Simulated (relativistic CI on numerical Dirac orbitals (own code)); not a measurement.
# Ti²⁺: 3d valence photoemission multiplets

Aim: the 3d valence photoemission spectrum of Ti²⁺ in 4 surroundings, from the same atomic integrals.

Method: Dirac-Coulomb-Breit CI, KLI orbitals optimised for each configuration, model QED (radiative potential, 1s self-energy scaled to tabulated hydrogen-like ionisation energies), valence Slater integrals scaled by 0.9, multiplet model of photoemission in the sudden approximation. Code: relativistic CI on numerical Dirac orbitals (own code) version 1.

### 1 What is computed

* ion: Ti²⁺ (Ti III)
* nuclear charge: 22
* electrons: 20
* configurations: [Ar] 3d2 → [Ar] 3d
* temperature: 300 K
* widths: Lorentz 0.3 eV, Gauss 0.5 eV
* surrounding 1: free ion
* surrounding 2: Oh, 10Dq = 3250 cm⁻¹
* surrounding 3: Oh, 10Dq = 8950 cm⁻¹
* surrounding 4: Oh, 10Dq = 14700 cm⁻¹

### 2 Surrounding 1: free ion

Settings of the run:

```ini
atom Ti  Z=22  charge=2  electrons=20
nucleus A=48  rms_radius_fm=3.5921
hamiltonian dirac-coulomb  breit=on  qed=on  c_scale=1
orbitals kli  potential=per-configuration
slater_scale 0.9
correlation none
mixing on
configurations
  [Ar] 3d2
  [Ar] 3d
end
photoemission 3d valence T=300 lorentz=0.3 gauss=0.5
crystal_field free
```

Main fields of the result record, rounded:

```text
{
  "status": "converged",
  "curve, one point in 1 above 2 % of the maximum [energy, intensity] [eV; 1/eV]": [
    [25, 0.02466],
    [25.1, 0.02879],
    [25.2, 0.03409],
    [25.3, 0.04107],
    [25.4, 0.0506],
    [25.5, 0.06415],
    [25.6, 0.08451],
    [25.7, 0.1168],
    [25.8, 0.1704],
    [25.9, 0.2591],
    [26, 0.3983],
    [26.1, 0.5933],
    [26.2, 0.823],
    [26.3, 1.031],
    [26.4, 1.147],
    [26.5, 1.122],
    [26.6, 0.9684],
    [26.7, 0.7449],
    [26.8, 0.5223],
    [26.9, 0.3453],
    [27, 0.2244],
    [27.1, 0.1493],
    [27.2, 0.1042],
    [27.3, 0.07668],
    [27.4, 0.05903],
    [27.5, 0.04705],
    [27.6, 0.0385],
    [27.7, 0.03216],
    [27.8, 0.0273],
    [27.9, 0.02348]
  ],
  "sticks, the strongest [energy, strength] [eV, share]": [
    [26.39, 0.01617],
    [26.41, 0.1652],
    [26.43, 0.5562],
    [26.45, 0.1652],
    [26.47, 0.09727]
  ],
  "centroid [eV]": 26.4349,
  "spread [eV]": 0.0188984,
  "peak [eV]": 26.4,
  "ground_S": 0.999901,
  "radial 3d [Ha, bohr]": {"<r^-3>(3d)": 2.5957, "<r^1>(3d)": 1.2535, "<r^2>(3d)": 1.9286, "<r^4>(3d)": 7.5489, "zeta(3d)": 0.00063036}
}
```

It took 0.12 s on 1 thread, shared host.

### 3 Surrounding 2: Oh, 10Dq = 3250

Settings: those of step 2 with these lines changed.

```diff
@@ -12,2 +12,2 @@
 photoemission 3d valence T=300 lorentz=0.3 gauss=0.5
-crystal_field free
+crystal_field Oh 10Dq=3250
```

Main fields:

```text
{
  "status": "converged",
  "curve, one point in 2 above 2 % of the maximum [energy, intensity] [eV; 1/eV]": [
    [25.1, 0.02415],
    [25.3, 0.0333],
    [25.5, 0.0493],
    [25.7, 0.08206],
    [25.9, 0.1648],
    [26.1, 0.3835],
    [26.3, 0.7895],
    [26.5, 1.102],
    [26.7, 0.9531],
    [26.9, 0.5547],
    [27.1, 0.268],
    [27.3, 0.1293],
    [27.5, 0.06894],
    [27.7, 0.04239],
    [27.9, 0.02915]
  ],
  "sticks, the strongest [energy, strength] [eV, share]": [
    [26.5, 0.01627],
    [26.51, 0.1013],
    [26.52, 0.0272],
    [26.53, 0.6669],
    [26.55, 0.1251],
    [26.91, 0.003785],
    [26.92, 0.0152],
    [26.94, 0.04422]
  ],
  "centroid [eV]": 26.5544,
  "spread [eV]": 0.0994818,
  "peak [eV]": 26.5,
  "ground_S": 0.99994
}
```

It took 0.12 s on 1 thread, shared host.

### 4 Surrounding 3: Oh, 10Dq = 8950

Settings: those of step 3 with these lines changed.

```diff
@@ -12,2 +12,2 @@
 photoemission 3d valence T=300 lorentz=0.3 gauss=0.5
-crystal_field Oh 10Dq=3250
+crystal_field Oh 10Dq=8950
```

Main fields:

```text
{
  "status": "converged",
  "curve, one point in 2 above 2 % of the maximum [energy, intensity] [eV; 1/eV]": [
    [25.3, 0.02376],
    [25.5, 0.0327],
    [25.7, 0.04825],
    [25.9, 0.07986],
    [26.1, 0.1591],
    [26.3, 0.3707],
    [26.5, 0.7758],
    [26.7, 1.105],
    [26.9, 0.9547],
    [27.1, 0.5255],
    [27.3, 0.2329],
    [27.5, 0.1224],
    [27.7, 0.09241],
    [27.9, 0.07701],
    [28.1, 0.05398],
    [28.3, 0.03289]
  ],
  "sticks, the strongest [energy, strength] [eV, share]": [
    [26.71, 0.01734],
    [26.72, 0.106],
    [26.74, 0.618],
    [26.75, 0.101],
    [26.77, 0.1233],
    [27.83, 0.001929],
    [27.84, 0.007891],
    [27.86, 0.02455]
  ],
  "centroid [eV]": 26.7811,
  "spread [eV]": 0.202882,
  "peak [eV]": 26.7,
  "ground_S": 0.999954
}
```

Wall time 0.12 s (1 thread, shared host).

### 5 Surrounding 4: Oh, 10Dq = 14700

Settings: those of step 4 with these lines changed.

```diff
@@ -12,2 +12,2 @@
 photoemission 3d valence T=300 lorentz=0.3 gauss=0.5
-crystal_field Oh 10Dq=8950
+crystal_field Oh 10Dq=14700
```

Main fields:

```text
{
  "status": "converged",
  "curve, one point in 2 above 2 % of the maximum [energy, intensity] [eV; 1/eV]": [
    [25.6, 0.02584],
    [25.8, 0.03614],
    [26, 0.05467],
    [26.2, 0.09438],
    [26.4, 0.1984],
    [26.6, 0.4646],
    [26.8, 0.8999],
    [27, 1.132],
    [27.2, 0.8602],
    [27.4, 0.4311],
    [27.6, 0.1844],
    [27.8, 0.09001],
    [28, 0.05412],
    [28.2, 0.03865],
    [28.4, 0.03397],
    [28.6, 0.03688],
    [28.8, 0.03873],
    [29, 0.03115]
  ],
  "sticks, the strongest [energy, strength] [eV, share]": [
    [26.96, 0.01799],
    [26.97, 0.1092],
    [26.99, 0.6251],
    [27, 0.1061],
    [27.01, 0.1209],
    [28.79, 0.001174],
    [28.8, 0.00477],
    [28.82, 0.01476]
  ],
  "centroid [eV]": 27.0268,
  "spread [eV]": 0.260067,
  "peak [eV]": 27.0,
  "ground_S": 0.999961
}
```

Run time: 0.12 s. Hardware: 1 thread, shared host.

### 6 The spectra side by side

| surrounding | ground S | centroid (eV) | spread (eV) | up to four highest peaks (% of the highest), eV |
| --- | --- | --- | --- | --- |
| 1: free | 1.00 | 26.43 | 0.02 | 26.4 (100) |
| 2: Oh | 1.00 | 26.55 | 0.10 | 26.5 (100) |
| 3: Oh | 1.00 | 26.78 | 0.20 | 26.7 (100) |
| 4: Oh | 1.00 | 27.03 | 0.26 | 27.0 (100) |

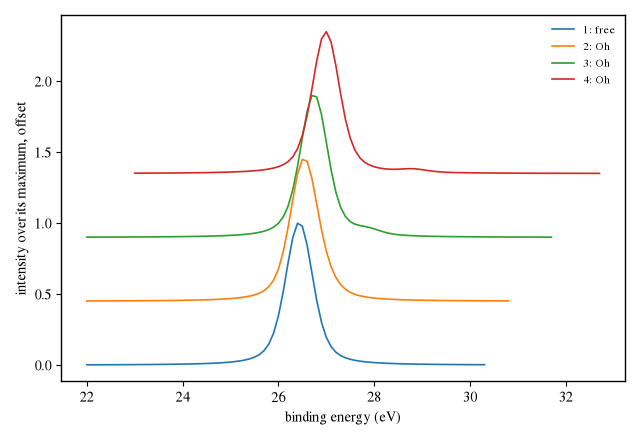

The spectra, each scaled to its maximum and offset.

### 7 What came out

| quantity | value |
| --- | --- |
| highest peak, first run | 26.4 eV |
| ground spin (effective S from ⟨S²⟩) | 1.00 |

In words: The position of the maximum differs by up to 0.6 eV between the surroundings, by shifts of peaks or by peaks exchanging rank. Energies are those of the free ion without screening by ligands; binding energies in solids differ by tens of eV.
